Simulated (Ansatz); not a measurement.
# Cu on a Al(110) slab cut from the Fm-3m phase: a line through a two-coordinate scan

Aim: follow the energy of Cu on a Al(110) slab cut from the Fm-3m phase (16 atoms of substrate and one adsorbate in a 2 × 2 cell) along one coordinate, position of Cu17 along the second surface vector, from above Al13, with the other held at position of Cu17 along the first surface vector, from above Al13 = 0.333.

Computed with Ansatz 0.2.0 (DFT PBE+D3(BJ), scalar-relativistic, plane waves, PAW, unless a step's input says otherwise).

3 further runs of the same task are left out: 3 set aside as unsound or not needed.

## Step 1: Starting point

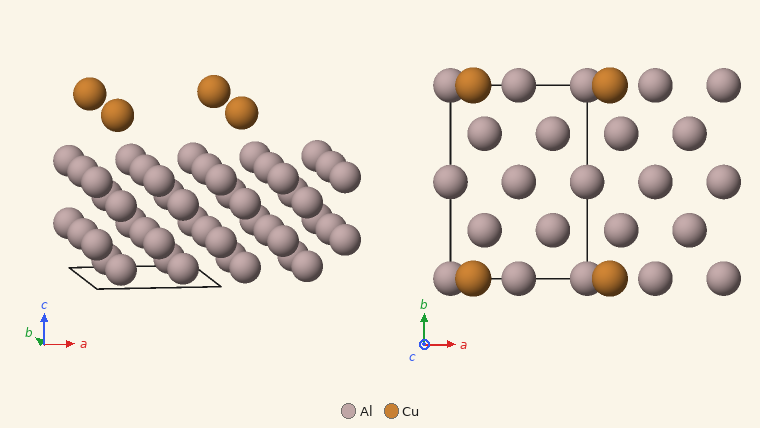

Start, viewed from the side (left, normal up) and from above (right); aluminium light grey, copper orange; 2×1 surface cells, with atoms on the cell's edges repeated; the outline under the slab is one cell, and the vacuum is left out.

Coordinates:

```cif
data_structure
_symmetry_space_group_name_H-M 'Pm'
_symmetry_Int_Tables_number 6
_cell_length_a 5.6324
_cell_length_b 7.9655
_cell_length_c 21.2294
_cell_angle_alpha 90.000
_cell_angle_beta 90.000
_cell_angle_gamma 90.000
_cell_volume 952.45
loop_
_atom_site_label
_atom_site_type_symbol
_atom_site_symmetry_multiplicity
_atom_site_Wyckoff_symbol
_atom_site_fract_x
_atom_site_fract_y
_atom_site_fract_z
_atom_site_occupancy
Al1 Al 2 c 0.25000 0.25000 0.18842 1
Al2 Al 2 c 0.75000 0.25000 0.18842 1
Al3 Al 1 a 0.00000 0.00000 0.25475 1
Al4 Al 1 b 0.00000 0.50000 0.25475 1
Al5 Al 1 a 0.50000 0.00000 0.25475 1
Al6 Al 1 b 0.50000 0.50000 0.25475 1
Al7 Al 2 c 0.25000 0.25000 0.32410 1
Al8 Al 2 c 0.75000 0.25000 0.32410 1
Al9 Al 1 a 0.00000 0.00000 0.38764 1
Al10 Al 1 b 0.00000 0.50000 0.38764 1
Al11 Al 1 a 0.50000 0.00000 0.38764 1
Al12 Al 1 b 0.50000 0.50000 0.38764 1
Cu1 Cu 1 a 0.16667 0.00000 0.52895 1
```

This is the geometry of the first run shown, built on a cell relaxed beforehand with the same method.

## Step 2: What is varied

Atoms count from 1 in the order of the input.

Cu is moved over the surface cell at a fixed height above a rigid substrate; the origin of the map has the adsorbate above Al13; the height is held at 3.00 Å.

The axes are (1) position of Cu17 along the first surface vector, from above Al13: 6 values from 0.000 to 0.833, periodic; (2) position of Cu17 along the second surface vector, from above Al13: 8 values from 0.000 to 0.875, periodic.

Nothing else is relaxed. Points are written as (first, second).

The two vectors of the plane (Å): (2.816, 0.000, 0.000); (0.000, 3.983, 0.000).

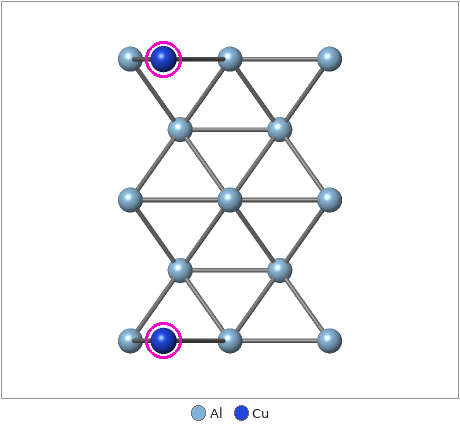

The geometry at (2/6, 0/8) of the map's two axes. Rings mark the moved atoms.

## Step 3: The run at (2/6, 0/8) of the map's two axes

The cell repeats along c, and a dipole correction in the vacuum removes the field between the copies.

File input.yaml:

```yaml
crystal:
  lattice:
    - [5.6324246412, 0.0, 0.0]
    - [0.0, 7.9654513166, 0.0]
    - [0.0, 0.0, 21.2293510975]
  atoms:
    - { symbol: Al, position: [0.25, 0.25, 0.1884183827] }
    - { symbol: Al, position: [0.25, 0.75, 0.1884183827] }
    - { symbol: Al, position: [0.75, 0.25, 0.1884183827] }
    - { symbol: Al, position: [0.75, 0.75, 0.1884183827] }
    - { symbol: Al, position: [0.0, 0.0, 0.2547466541] }
    - { symbol: Al, position: [0.0, 0.5, 0.2547466541] }
    - { symbol: Al, position: [0.5, 0.0, 0.2547466541] }
    - { symbol: Al, position: [0.5, 0.5, 0.2547466541] }
    - { symbol: Al, position: [0.25, 0.25, 0.3240951258] }
    - { symbol: Al, position: [0.25, 0.75, 0.3240951258] }
    - { symbol: Al, position: [0.75, 0.25, 0.3240951258] }
    - { symbol: Al, position: [0.75, 0.75, 0.3240951258] }
    - { symbol: Al, position: [0.0, 0.0, 0.3876402562] }
    - { symbol: Al, position: [0.0, 0.5, 0.3876402562] }
    - { symbol: Al, position: [0.5, 0.0, 0.3876402562] }
    - { symbol: Al, position: [0.5, 0.5, 0.3876402562] }
    - { symbol: Cu, position: [0.1666666667, 0.0, 0.5289540432] }
basis:
  ecutwfc: 420
kpoints:
  mp_grid: { grid: [5, 4, 1] }
hamiltonian:
  xc: pbe
  dispersion: d3bj
scf:
  occupations: { method: gaussian, width: 0.1 }
output:
  forces: true
  eigenvalues: true
efield:
  axis: 3
  dipole_correction: true
  ramp_width: 0.04
```

The run is started by

```sh
> ansatz run input.yaml --threads 1 --pin off --max-ram 3072MiB --backend cpu --events-out ev --progress --plain --runs-dir out
```

The log of the run, shortened:

```text
Warning: RAYON_NUM_THREADS=1 ignored (pool sized by the plan → 1); use --threads N
[...]
Pseudopotentials: kind: paw
Pseudopotential: Al, paw, valence charge 3, recommended cutoff 420 eV (normal), Al.paw.azcp
Pseudopotential: Cu, paw, valence charge 19, recommended cutoff 420 eV (normal), Cu.paw.azcp
Functional definition: PBE
[...]
Crystal: 17 atoms, lattice volume = 952.451 Å³
Basis set: ecut = 420 eV, 18655 PW (Γ), exchange–correlation on 80×108×288 points (8 copies of the dense FFT grid, shifted against one another)
Bands: 51, of which v1, the nominal top of the filled ones, is band 34 counted from 1 (33 counted from 0)
Symmetry: 2 space group operations
Space group: Pm (ITA 6), of the structure as read, at distance tolerance 9.8e-5 Å
k-points: 9 of 20 (time reversal used)
[...]
SCF iter   1: F=—  HF=-15221.187841 eV  |F-HF|=—  |Δ(HF+E_count)|=         —  Δρ=3.32e-3  dr2=1.40e0  ethr=1.77e-3  p=0.083 e·Å  D=1.58e-2 V/Å  ΔV_dip=-0.33 eV  dr2_dipole=6.02e-1  V_vac-E_F(+/−)=3.73/4.07 eV  ⟨swp⟩=16.6  Hψ=3136  notcnv=0  defer=1
[...]
SCF iter  11: F=-15221.080038 eV  HF=-15221.080038 eV  |F-HF|=2.49e-8  |Δ(HF+E_count)|=  9.11e-10  Δρ=1.49e-6  dr2=2.47e-8  ethr=1.49e-10  p=-0.047 e·Å  D=-9.01e-3 V/Å  ΔV_dip=0.19 eV  dr2_dipole=3.68e-10  V_vac-E_F(+/−)=4.24/4.05 eV  ⟨swp⟩=24.6  Hψ=2582  notcnv=0
[...]
SCF converged after 11 iterations
Free energy (F): -15221.080038 eV
[...]
E sigma→0 (E₀):  -15221.050175 eV
Entropy (-TS):   -0.059726 eV (-3.513 meV/atom)
Fermi energy:    -0.484788 eV
Dipole field:    D = -0.008997 V/Å  (p = -0.047359 e·Å, saw-weighted, corrected)
Work function:   Φ+ = 4.2402 eV   Φ− = 4.0492 eV
Levels:          The Fermi level and band energies are counted from a zero that moves with the ramp; work functions are not
[...]
--- Forces (eV/Å), atoms counted from 1 ---
  atom   1  Al    -0.00174051    -0.00683441     0.17440963
  atom   2  Al    -0.00174051     0.00683441     0.17440963
  atom   3  Al     0.01128315     0.00812707     0.17117179
  atom   4  Al     0.01128315    -0.00812707     0.17117179
  atom   5  Al    -0.12105630     0.00000000    -0.16760873
  atom   6  Al    -0.03391226     0.00000000    -0.08550186
  atom   7  Al     0.13111494     0.00000000    -0.13127084
  atom   8  Al     0.01529851     0.00000000    -0.07751348
[...]
--- Band table (eV; the first three rows and the last of 9) ---
[...]
```

Run time: 32 s. Hardware: 1 thread of Intel Xeon Platinum 8488C (Sapphire Rapids), shared host; peak memory 0.96 GiB.

From the log: work function 4.24 eV (top face), 4.05 eV (bottom face); dipole along +c -0.047 e·Å per cell.

## Step 4: Point (2/6, 1/8) of the map's two axes

Changes to input.yaml since step 3:

```diff
@@ -22,3 +22,3 @@
     - { symbol: Al, position: [0.5, 0.5, 0.3876402562] }
-    - { symbol: Cu, position: [0.1666666667, 0.0, 0.5289540432] }
+    - { symbol: Cu, position: [0.1666666667, 0.0625, 0.5289540432] }
 basis:
```

The run is started by

```sh
> ansatz run input.yaml --threads 1 --pin off --max-ram 3072MiB --backend cpu --events-out ev --progress --plain --runs-dir out
```

The log of the run, shortened:

```text
Warning: RAYON_NUM_THREADS=1 ignored (pool sized by the plan → 1); use --threads N
[...]
Pseudopotentials: kind: paw
Pseudopotential: Al, paw, valence charge 3, recommended cutoff 420 eV (normal), Al.paw.azcp
Pseudopotential: Cu, paw, valence charge 19, recommended cutoff 420 eV (normal), Cu.paw.azcp
Functional definition: PBE
[...]
Crystal: 17 atoms, lattice volume = 952.451 Å³
Basis set: ecut = 420 eV, 18655 PW (Γ), exchange–correlation on 80×108×288 points (8 copies of the dense FFT grid, shifted against one another)
Bands: 51, of which v1, the nominal top of the filled ones, is band 34 counted from 1 (33 counted from 0)
Symmetry: 1 space group operations
Space group: P1 (ITA 1), of the structure as read, at distance tolerance 9.8e-5 Å
k-points: 11 of 20 (time reversal used)
[...]
SCF converged after 9 iterations
Free energy (F): -15221.043139 eV
[...]
E sigma→0 (E₀):  -15221.012632 eV
Entropy (-TS):   -0.061013 eV (-3.589 meV/atom)
Fermi energy:    -0.495612 eV
Dipole field:    D = -0.010250 V/Å  (p = -0.053953 e·Å, saw-weighted, corrected)
Work function:   Φ+ = 4.2696 eV   Φ− = 4.0520 eV
Levels:          The Fermi level and band energies are counted from a zero that moves with the ramp; work functions are not
[...]
--- Forces (eV/Å), atoms counted from 1 ---
  atom   1  Al    -0.01075913    -0.01391412     0.17666834
  atom   2  Al     0.00736248    -0.00156452     0.16842697
  atom   3  Al     0.02012139     0.00067746     0.18111820
  atom   4  Al     0.00068080    -0.01361639     0.15821273
  atom   5  Al    -0.11602132     0.00321305    -0.16453273
  atom   6  Al    -0.03368184     0.00483676    -0.08881294
  atom   7  Al     0.12547368    -0.00925999    -0.12858324
  atom   8  Al     0.01602660     0.01245329    -0.07936070
[...]
--- Band table (eV; the first three rows and the last of 11) ---
[...]
```

It took 40 s on 1 thread of Intel Xeon Platinum 8488C (Sapphire Rapids), shared host; peak memory 1 GiB.

From the log: work function 4.27 eV (top face), 4.05 eV (bottom face); dipole along +c -0.054 e·Å per cell.

## Step 5: Grid point (2/6, 2/8) of the map's two axes

Changes to input.yaml since step 4:

```diff
@@ -22,3 +22,3 @@
     - { symbol: Al, position: [0.5, 0.5, 0.3876402562] }
-    - { symbol: Cu, position: [0.1666666667, 0.0625, 0.5289540432] }
+    - { symbol: Cu, position: [0.1666666667, 0.125, 0.5289540432] }
 basis:
```

The run is started by

```sh
> ansatz run input.yaml --threads 1 --pin off --max-ram 3072MiB --backend cpu --events-out ev --progress --plain --runs-dir out
```

The log of the run, shortened:

```text
Warning: RAYON_NUM_THREADS=1 ignored (pool sized by the plan → 1); use --threads N
[...]
Pseudopotentials: kind: paw
Pseudopotential: Al, paw, valence charge 3, recommended cutoff 420 eV (normal), Al.paw.azcp
Pseudopotential: Cu, paw, valence charge 19, recommended cutoff 420 eV (normal), Cu.paw.azcp
Functional definition: PBE
[...]
Crystal: 17 atoms, lattice volume = 952.451 Å³
Basis set: ecut = 420 eV, 18655 PW (Γ), exchange–correlation on 80×108×288 points (8 copies of the dense FFT grid, shifted against one another)
Bands: 51, of which v1, the nominal top of the filled ones, is band 34 counted from 1 (33 counted from 0)
Symmetry: 1 space group operations
Space group: P1 (ITA 1), of the structure as read, at distance tolerance 9.8e-5 Å
k-points: 11 of 20 (time reversal used)
[...]
SCF converged after 10 iterations
Free energy (F): -15220.951353 eV
[...]
E sigma→0 (E₀):  -15220.919229 eV
Entropy (-TS):   -0.064249 eV (-3.779 meV/atom)
Fermi energy:    -0.521671 eV
Dipole field:    D = -0.013156 V/Å  (p = -0.069247 e·Å, saw-weighted, corrected)
Work function:   Φ+ = 4.3394 eV   Φ− = 4.0601 eV
Levels:          The Fermi level and band energies are counted from a zero that moves with the ramp; work functions are not
[...]
--- Forces (eV/Å), atoms counted from 1 ---
  atom   1  Al    -0.01930813    -0.01628396     0.17592384
  atom   2  Al     0.01691312    -0.00655210     0.16004682
  atom   3  Al     0.02693774    -0.00521404     0.18543210
  atom   4  Al    -0.01170160    -0.01316062     0.14478962
  atom   5  Al    -0.10101454     0.00295681    -0.15629641
  atom   6  Al    -0.03478266     0.00730505    -0.09864603
  atom   7  Al     0.10833165    -0.02129247    -0.12130176
  atom   8  Al     0.02020099     0.02363243    -0.08459251
[...]
--- Band table (eV; the first three rows and the last of 11) ---
[...]
```

Run time: 38 s. Hardware: 1 thread of Intel Xeon Platinum 8488C (Sapphire Rapids), shared host; peak memory 1 GiB.

This gives work function 4.34 eV (top face), 4.06 eV (bottom face); dipole along +c -0.069 e·Å per cell.

## Step 6: The run at (2/6, 3/8) of the map's two axes

Changes to input.yaml since step 5:

```diff
@@ -22,3 +22,3 @@
     - { symbol: Al, position: [0.5, 0.5, 0.3876402562] }
-    - { symbol: Cu, position: [0.1666666667, 0.125, 0.5289540432] }
+    - { symbol: Cu, position: [0.1666666667, 0.1875, 0.5289540432] }
 basis:
@@ -35,2 +35,6 @@
   eigenvalues: true
+  write_density: true
+  write_potential: true
+  elf: true
+  volumetric_format: npy
 efield:
```

The run is started by

```sh
> ansatz run input.yaml --threads 1 --pin off --max-ram 3072MiB --backend cpu --events-out ev --progress --plain --runs-dir out
```

The log of the run, shortened:

```text
Warning: RAYON_NUM_THREADS=1 ignored (pool sized by the plan → 1); use --threads N
[...]
Pseudopotentials: kind: paw
Pseudopotential: Al, paw, valence charge 3, recommended cutoff 420 eV (normal), Al.paw.azcp
Pseudopotential: Cu, paw, valence charge 19, recommended cutoff 420 eV (normal), Cu.paw.azcp
Functional definition: PBE
[...]
Crystal: 17 atoms, lattice volume = 952.451 Å³
Basis set: ecut = 420 eV, 18655 PW (Γ), exchange–correlation on 80×108×288 points (8 copies of the dense FFT grid, shifted against one another)
Bands: 51, of which v1, the nominal top of the filled ones, is band 34 counted from 1 (33 counted from 0)
Symmetry: 1 space group operations
Space group: P1 (ITA 1), of the structure as read, at distance tolerance 9.8e-5 Å
k-points: 11 of 20 (time reversal used)
[...]
SCF iter   1: F=—  HF=-15221.013644 eV  |F-HF|=—  |Δ(HF+E_count)|=         —  Δρ=3.85e-3  dr2=2.04e0  ethr=1.77e-3  p=0.062 e·Å  D=1.18e-2 V/Å  ΔV_dip=-0.25 eV  dr2_dipole=8.99e-1  V_vac-E_F(+/−)=3.85/4.10 eV  ⟨swp⟩=17.1  Hψ=3919  notcnv=0
[...]
WARN: The output density's exchange-correlation potential varies sharply where the density is thin. Do not read a vacuum level from v_tot or v_xc, or from such a field of the output density. On a cell that repeats whose density bears no net charge and no dipole along the vacuum's axis use [...]
SCF converged after 10 iterations
Free energy (F): -15220.856639 eV
[...]
E sigma→0 (E₀):  -15220.823255 eV
Entropy (-TS):   -0.066767 eV (-3.927 meV/atom)
Fermi energy:    -0.547240 eV
Dipole field:    D = -0.016117 V/Å  (p = -0.084831 e·Å, saw-weighted, corrected)
Work function:   Φ+ = 4.4087 eV   Φ− = 4.0665 eV
Levels:          The Fermi level and band energies are counted from a zero that moves with the ramp; work functions are not
[...]
--- Forces (eV/Å), atoms counted from 1 ---
  atom   1  Al    -0.02525924    -0.01132296     0.17303390
  atom   2  Al     0.02475688    -0.00502118     0.15295754
  atom   3  Al     0.03059242    -0.00571655     0.18340263
  atom   4  Al    -0.02247255    -0.00689087     0.13476040
  atom   5  Al    -0.07888228     0.00027359    -0.14462015
  atom   6  Al    -0.04168236     0.00535790    -0.11383176
  atom   7  Al     0.08203779    -0.03156867    -0.11147543
  atom   8  Al     0.03238958     0.03084025    -0.09254358
[...]
--- Band table (eV; the first three rows and the last of 11) ---
[...]
```

It took 63 s on 1 thread of Intel Xeon Platinum 8488C (Sapphire Rapids), shared host; peak memory 1 GiB.

From the log: work function 4.41 eV (top face), 4.07 eV (bottom face); dipole along +c -0.085 e·Å per cell.

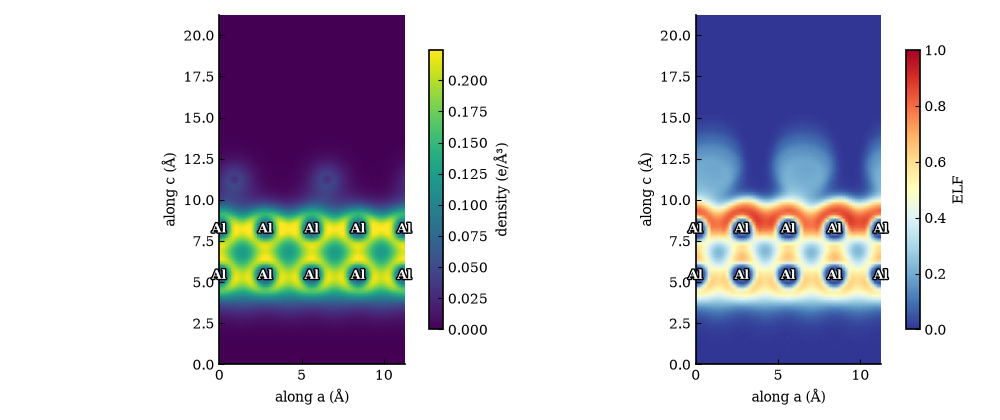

Density (left) and ELF (right) in a lattice plane of the grid's cell (edges 5.63 and 21.23 Å, at 0.000 of the third edge), which holds Al. Only atoms in the plane are labelled. Both are smooth fields of the valence electrons: close to the nuclei they are not physical.

Outside the cores ELF peaks at 0.89 beside Al, off the lines to its neighbours, 1.2 Å from Al; 0.71 on the Al–Al line, 1.2 Å from Al.

## Step 7: Grid point (2/6, 4/8) of the map's two axes

Changes to input.yaml since step 6:

```diff
@@ -22,3 +22,3 @@
     - { symbol: Al, position: [0.5, 0.5, 0.3876402562] }
-    - { symbol: Cu, position: [0.1666666667, 0.1875, 0.5289540432] }
+    - { symbol: Cu, position: [0.1666666667, 0.25, 0.5289540432] }
 basis:
@@ -35,6 +35,2 @@
   eigenvalues: true
-  write_density: true
-  write_potential: true
-  elf: true
-  volumetric_format: npy
 efield:
```

The run is started by

```sh
> ansatz run input.yaml --threads 1 --pin off --max-ram 3072MiB --backend cpu --events-out ev --progress --plain --runs-dir out
```

The log of the run, shortened:

```text
Warning: RAYON_NUM_THREADS=1 ignored (pool sized by the plan → 1); use --threads N
[...]
Pseudopotentials: kind: paw
Pseudopotential: Al, paw, valence charge 3, recommended cutoff 420 eV (normal), Al.paw.azcp
Pseudopotential: Cu, paw, valence charge 19, recommended cutoff 420 eV (normal), Cu.paw.azcp
Functional definition: PBE
[...]
Crystal: 17 atoms, lattice volume = 952.451 Å³
Basis set: ecut = 420 eV, 18655 PW (Γ), exchange–correlation on 80×108×288 points (8 copies of the dense FFT grid, shifted against one another)
Bands: 51, of which v1, the nominal top of the filled ones, is band 34 counted from 1 (33 counted from 0)
Symmetry: 2 space group operations
Space group: Pm (ITA 6), of the structure as read, at distance tolerance 9.8e-5 Å
k-points: 9 of 20 (time reversal used)
[...]
SCF converged after 10 iterations
Free energy (F): -15220.816809 eV
[...]
E sigma→0 (E₀):  -15220.783174 eV
Entropy (-TS):   -0.067271 eV (-3.957 meV/atom)
Fermi energy:    -0.557519 eV
Dipole field:    D = -0.017323 V/Å  (p = -0.091180 e·Å, saw-weighted, corrected)
Work function:   Φ+ = 4.4367 eV   Φ− = 4.0689 eV
Levels:          The Fermi level and band energies are counted from a zero that moves with the ramp; work functions are not
[...]
--- Forces (eV/Å), atoms counted from 1 ---
  atom   1  Al    -0.02724145     0.00000000     0.17115549
  atom   2  Al     0.02766512     0.00000000     0.15027649
  atom   3  Al     0.03150563     0.00000000     0.18114226
  atom   4  Al    -0.02661699     0.00000000     0.13117603
  atom   5  Al    -0.05697931    -0.00212212    -0.13026278
  atom   6  Al    -0.05697931     0.00212212    -0.13026278
  atom   7  Al     0.05417470    -0.03397177    -0.10170097
  atom   8  Al     0.05417470     0.03397177    -0.10170097
[...]
--- Band table (eV; the first three rows and the last of 9) ---
[...]
```

Wall time 31 s (1 thread of Intel Xeon Platinum 8488C (Sapphire Rapids), shared host); peak memory 0.96 GiB.

This gives work function 4.44 eV (top face), 4.07 eV (bottom face); dipole along +c -0.091 e·Å per cell.

## Step 8: What came out

| position of Cu17 along the second surface vector, from above Al13 | step | energy (meV) | slope (meV per unit fraction) | work function of the top face (eV) | dipole moment (e·Å) |
| --- | --- | --- | --- | --- | --- |
| 0.000 | 3 | 0 | 0 | 4.240 | −0.047 |
| 0.125 | 4 | 37 | 565 | 4.270 | −0.054 |
| 0.250 | 5 | 129 | 830 | 4.339 | −0.069 |
| 0.375 | 6 | 223 | 602 | 4.409 | −0.085 |
| 0.500 | 7 | 263 | 0 | 4.437 | −0.091 |
| 0.625 | – | 223 | −602 | 4.409 | −0.085 |
| 0.750 | – | 129 | −830 | 4.339 | −0.069 |
| 0.875 | – | 37 | −565 | 4.270 | −0.054 |

Energies count from the lowest point of the line. Rows without a step come from runs not printed here or follow by symmetry. Slopes come from the forces (and the stress, where the cell changes), not from differences of energies.

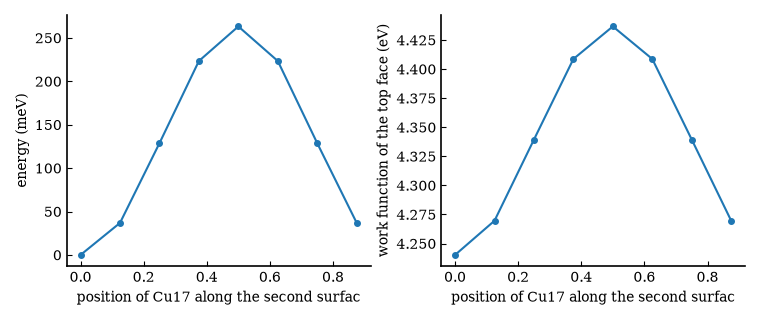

Energy and work function of the top face along the line.

**Reading.** Along the line the energy is lowest at 0.000. The highest point computed, at 0.500, lies 263 meV above the lowest. This is one cut through a surface in two coordinates; the map's lowest point lies off it. The host is rigid and the atom is kept to this plane, so wells and barriers of the map are not those of diffusion.
